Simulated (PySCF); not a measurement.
C$_{3}$H$_{4}$ClF, SMILES `C/C(Cl)=C\F`.

PySCF calculation, r2SCAN/6-311G**, gas phase; geometry: GFN2-xTB. No frequency check shows the geometry to be a minimum. GFN2-xTB bond lengths at metals and heavier atoms can be off by up to 0.1 Å and shapes distorted, which carries into these values.

Cartesian coordinates (Å):

```
C1      -0.1766   -1.6300   -0.0001
C2       0.0188   -0.1544   -0.0001
Cl3      1.6583    0.3929    0.0001
C4      -0.9405    0.7600   -0.0002
F5      -2.2374    0.4043    0.0002
H6       0.2905   -2.0705    0.8794
H7      -1.2387   -1.8602    0.0025
H8       0.2858   -2.0700   -0.8820
H9      -0.8023    1.8293   -0.0006
```

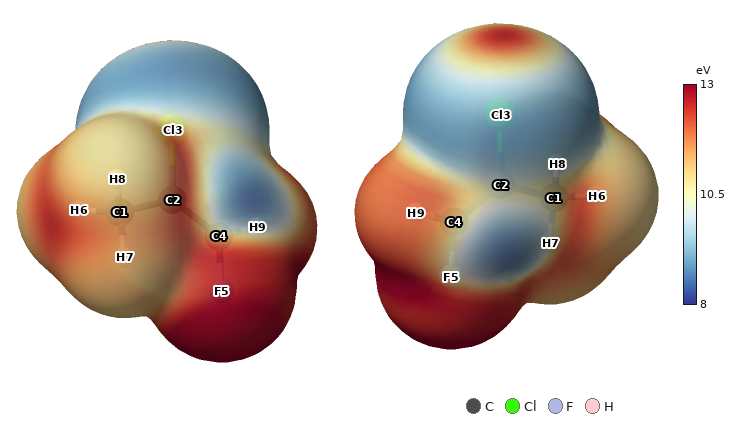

Average local ionisation energy on the surface of electron density 0.001 a.u. (back view left, front view right).

Q: Locate the minima of the map.

A: The lowest value is 8.6 eV, over C4, off the plane of its three bonds (2.0 Å), and at like points elsewhere. Further minima include 8.9 eV, 2.2 Å from Cl3, and at like points elsewhere; 9.0 eV, near Cl3 (2.15 Å) and H9 (2.27 Å); 10.8 eV, 1.3 Å from H6. For comparison, the highest occupied orbital lies at −6.1 eV.

Q: What volume does the surface enclose, and what is the dipole moment?

A: About 106 Å³; the dipole moment is 0.6 D.
